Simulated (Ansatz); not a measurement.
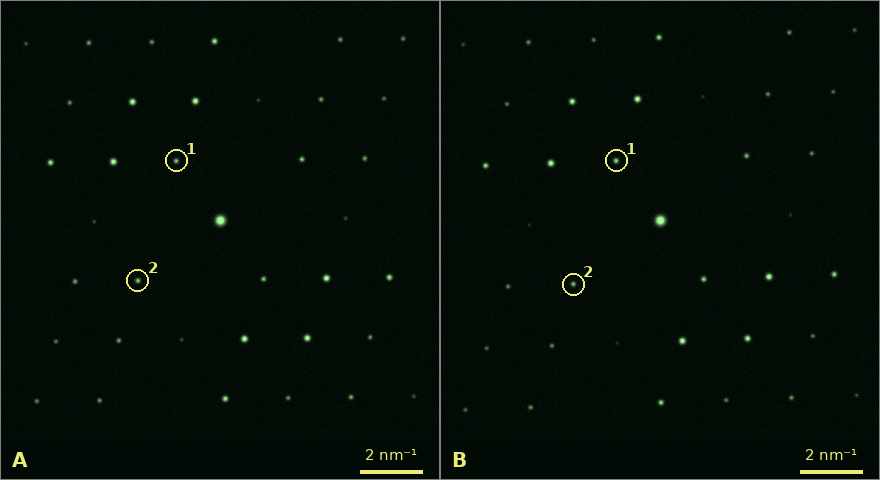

Kinematic electron diffraction patterns (300 kV, B = 0.5 Å², same scale) along [001] of the run's own cell, for the start and the end of one relaxation of Na2F3 with Ansatz, DFT PBE, scalar-relativistic, plane waves, PAW. k mesh 12×12×12. The start is a generated model structure, and the relaxation ends in the nearest stationary point of its symmetry, not necessarily the ground state. Spot 1 is -1 -1 0 and spot 2 is 1 -1 0 in both.

Start structure:

```
CELL_PARAMETERS angstrom
2.87073 1.65742 5.22516
-2.87073 1.65742 5.22516
0.00000 -3.31483 5.22516
ATOMIC_POSITIONS crystal
Na 0.85218 0.85218 0.85218
Na 0.64782 0.64782 0.64782
Na 0.14782 0.14782 0.14782
Na 0.35218 0.35218 0.35218
F 0.05625 0.44375 0.75000
F 0.75000 0.05625 0.44375
F 0.44375 0.75000 0.05625
F 0.94375 0.55625 0.25000
F 0.25000 0.94375 0.55625
F 0.55625 0.25000 0.94375
```

Question: Which pattern belongs to the start structure, and which to the relaxed one?

Answer: B is the start: its cell gives d(1) = 4.199 Å, d(2) = 2.871 Å and an angle of 90.0°. A is the relaxed structure, with d(1) = 4.212 Å (+0.3 %), d(2) = 3.032 Å (+5.6 %) and 90.0°.

Question: Name reflections whose intensity changes strongly on relaxation.

Answer: 1 -2 0 goes from 6.4 to 12 % of the strongest spot.

Question: Summarise the relaxation behind the change.

Answer: The volume changed by +0.4 % to 14.97 Å³ an atom; with the mean shift removed, the atoms moved by up to 0.12 Å relative to the cell (Na most); the space group stayed R-3c (No. 167); the free energy fell by 6.8 meV an atom. Relaxed cell: a = 5.862 Å, b = 5.862 Å, c = 5.862 Å, α = 62.30°, β = 62.30°, γ = 62.30°.
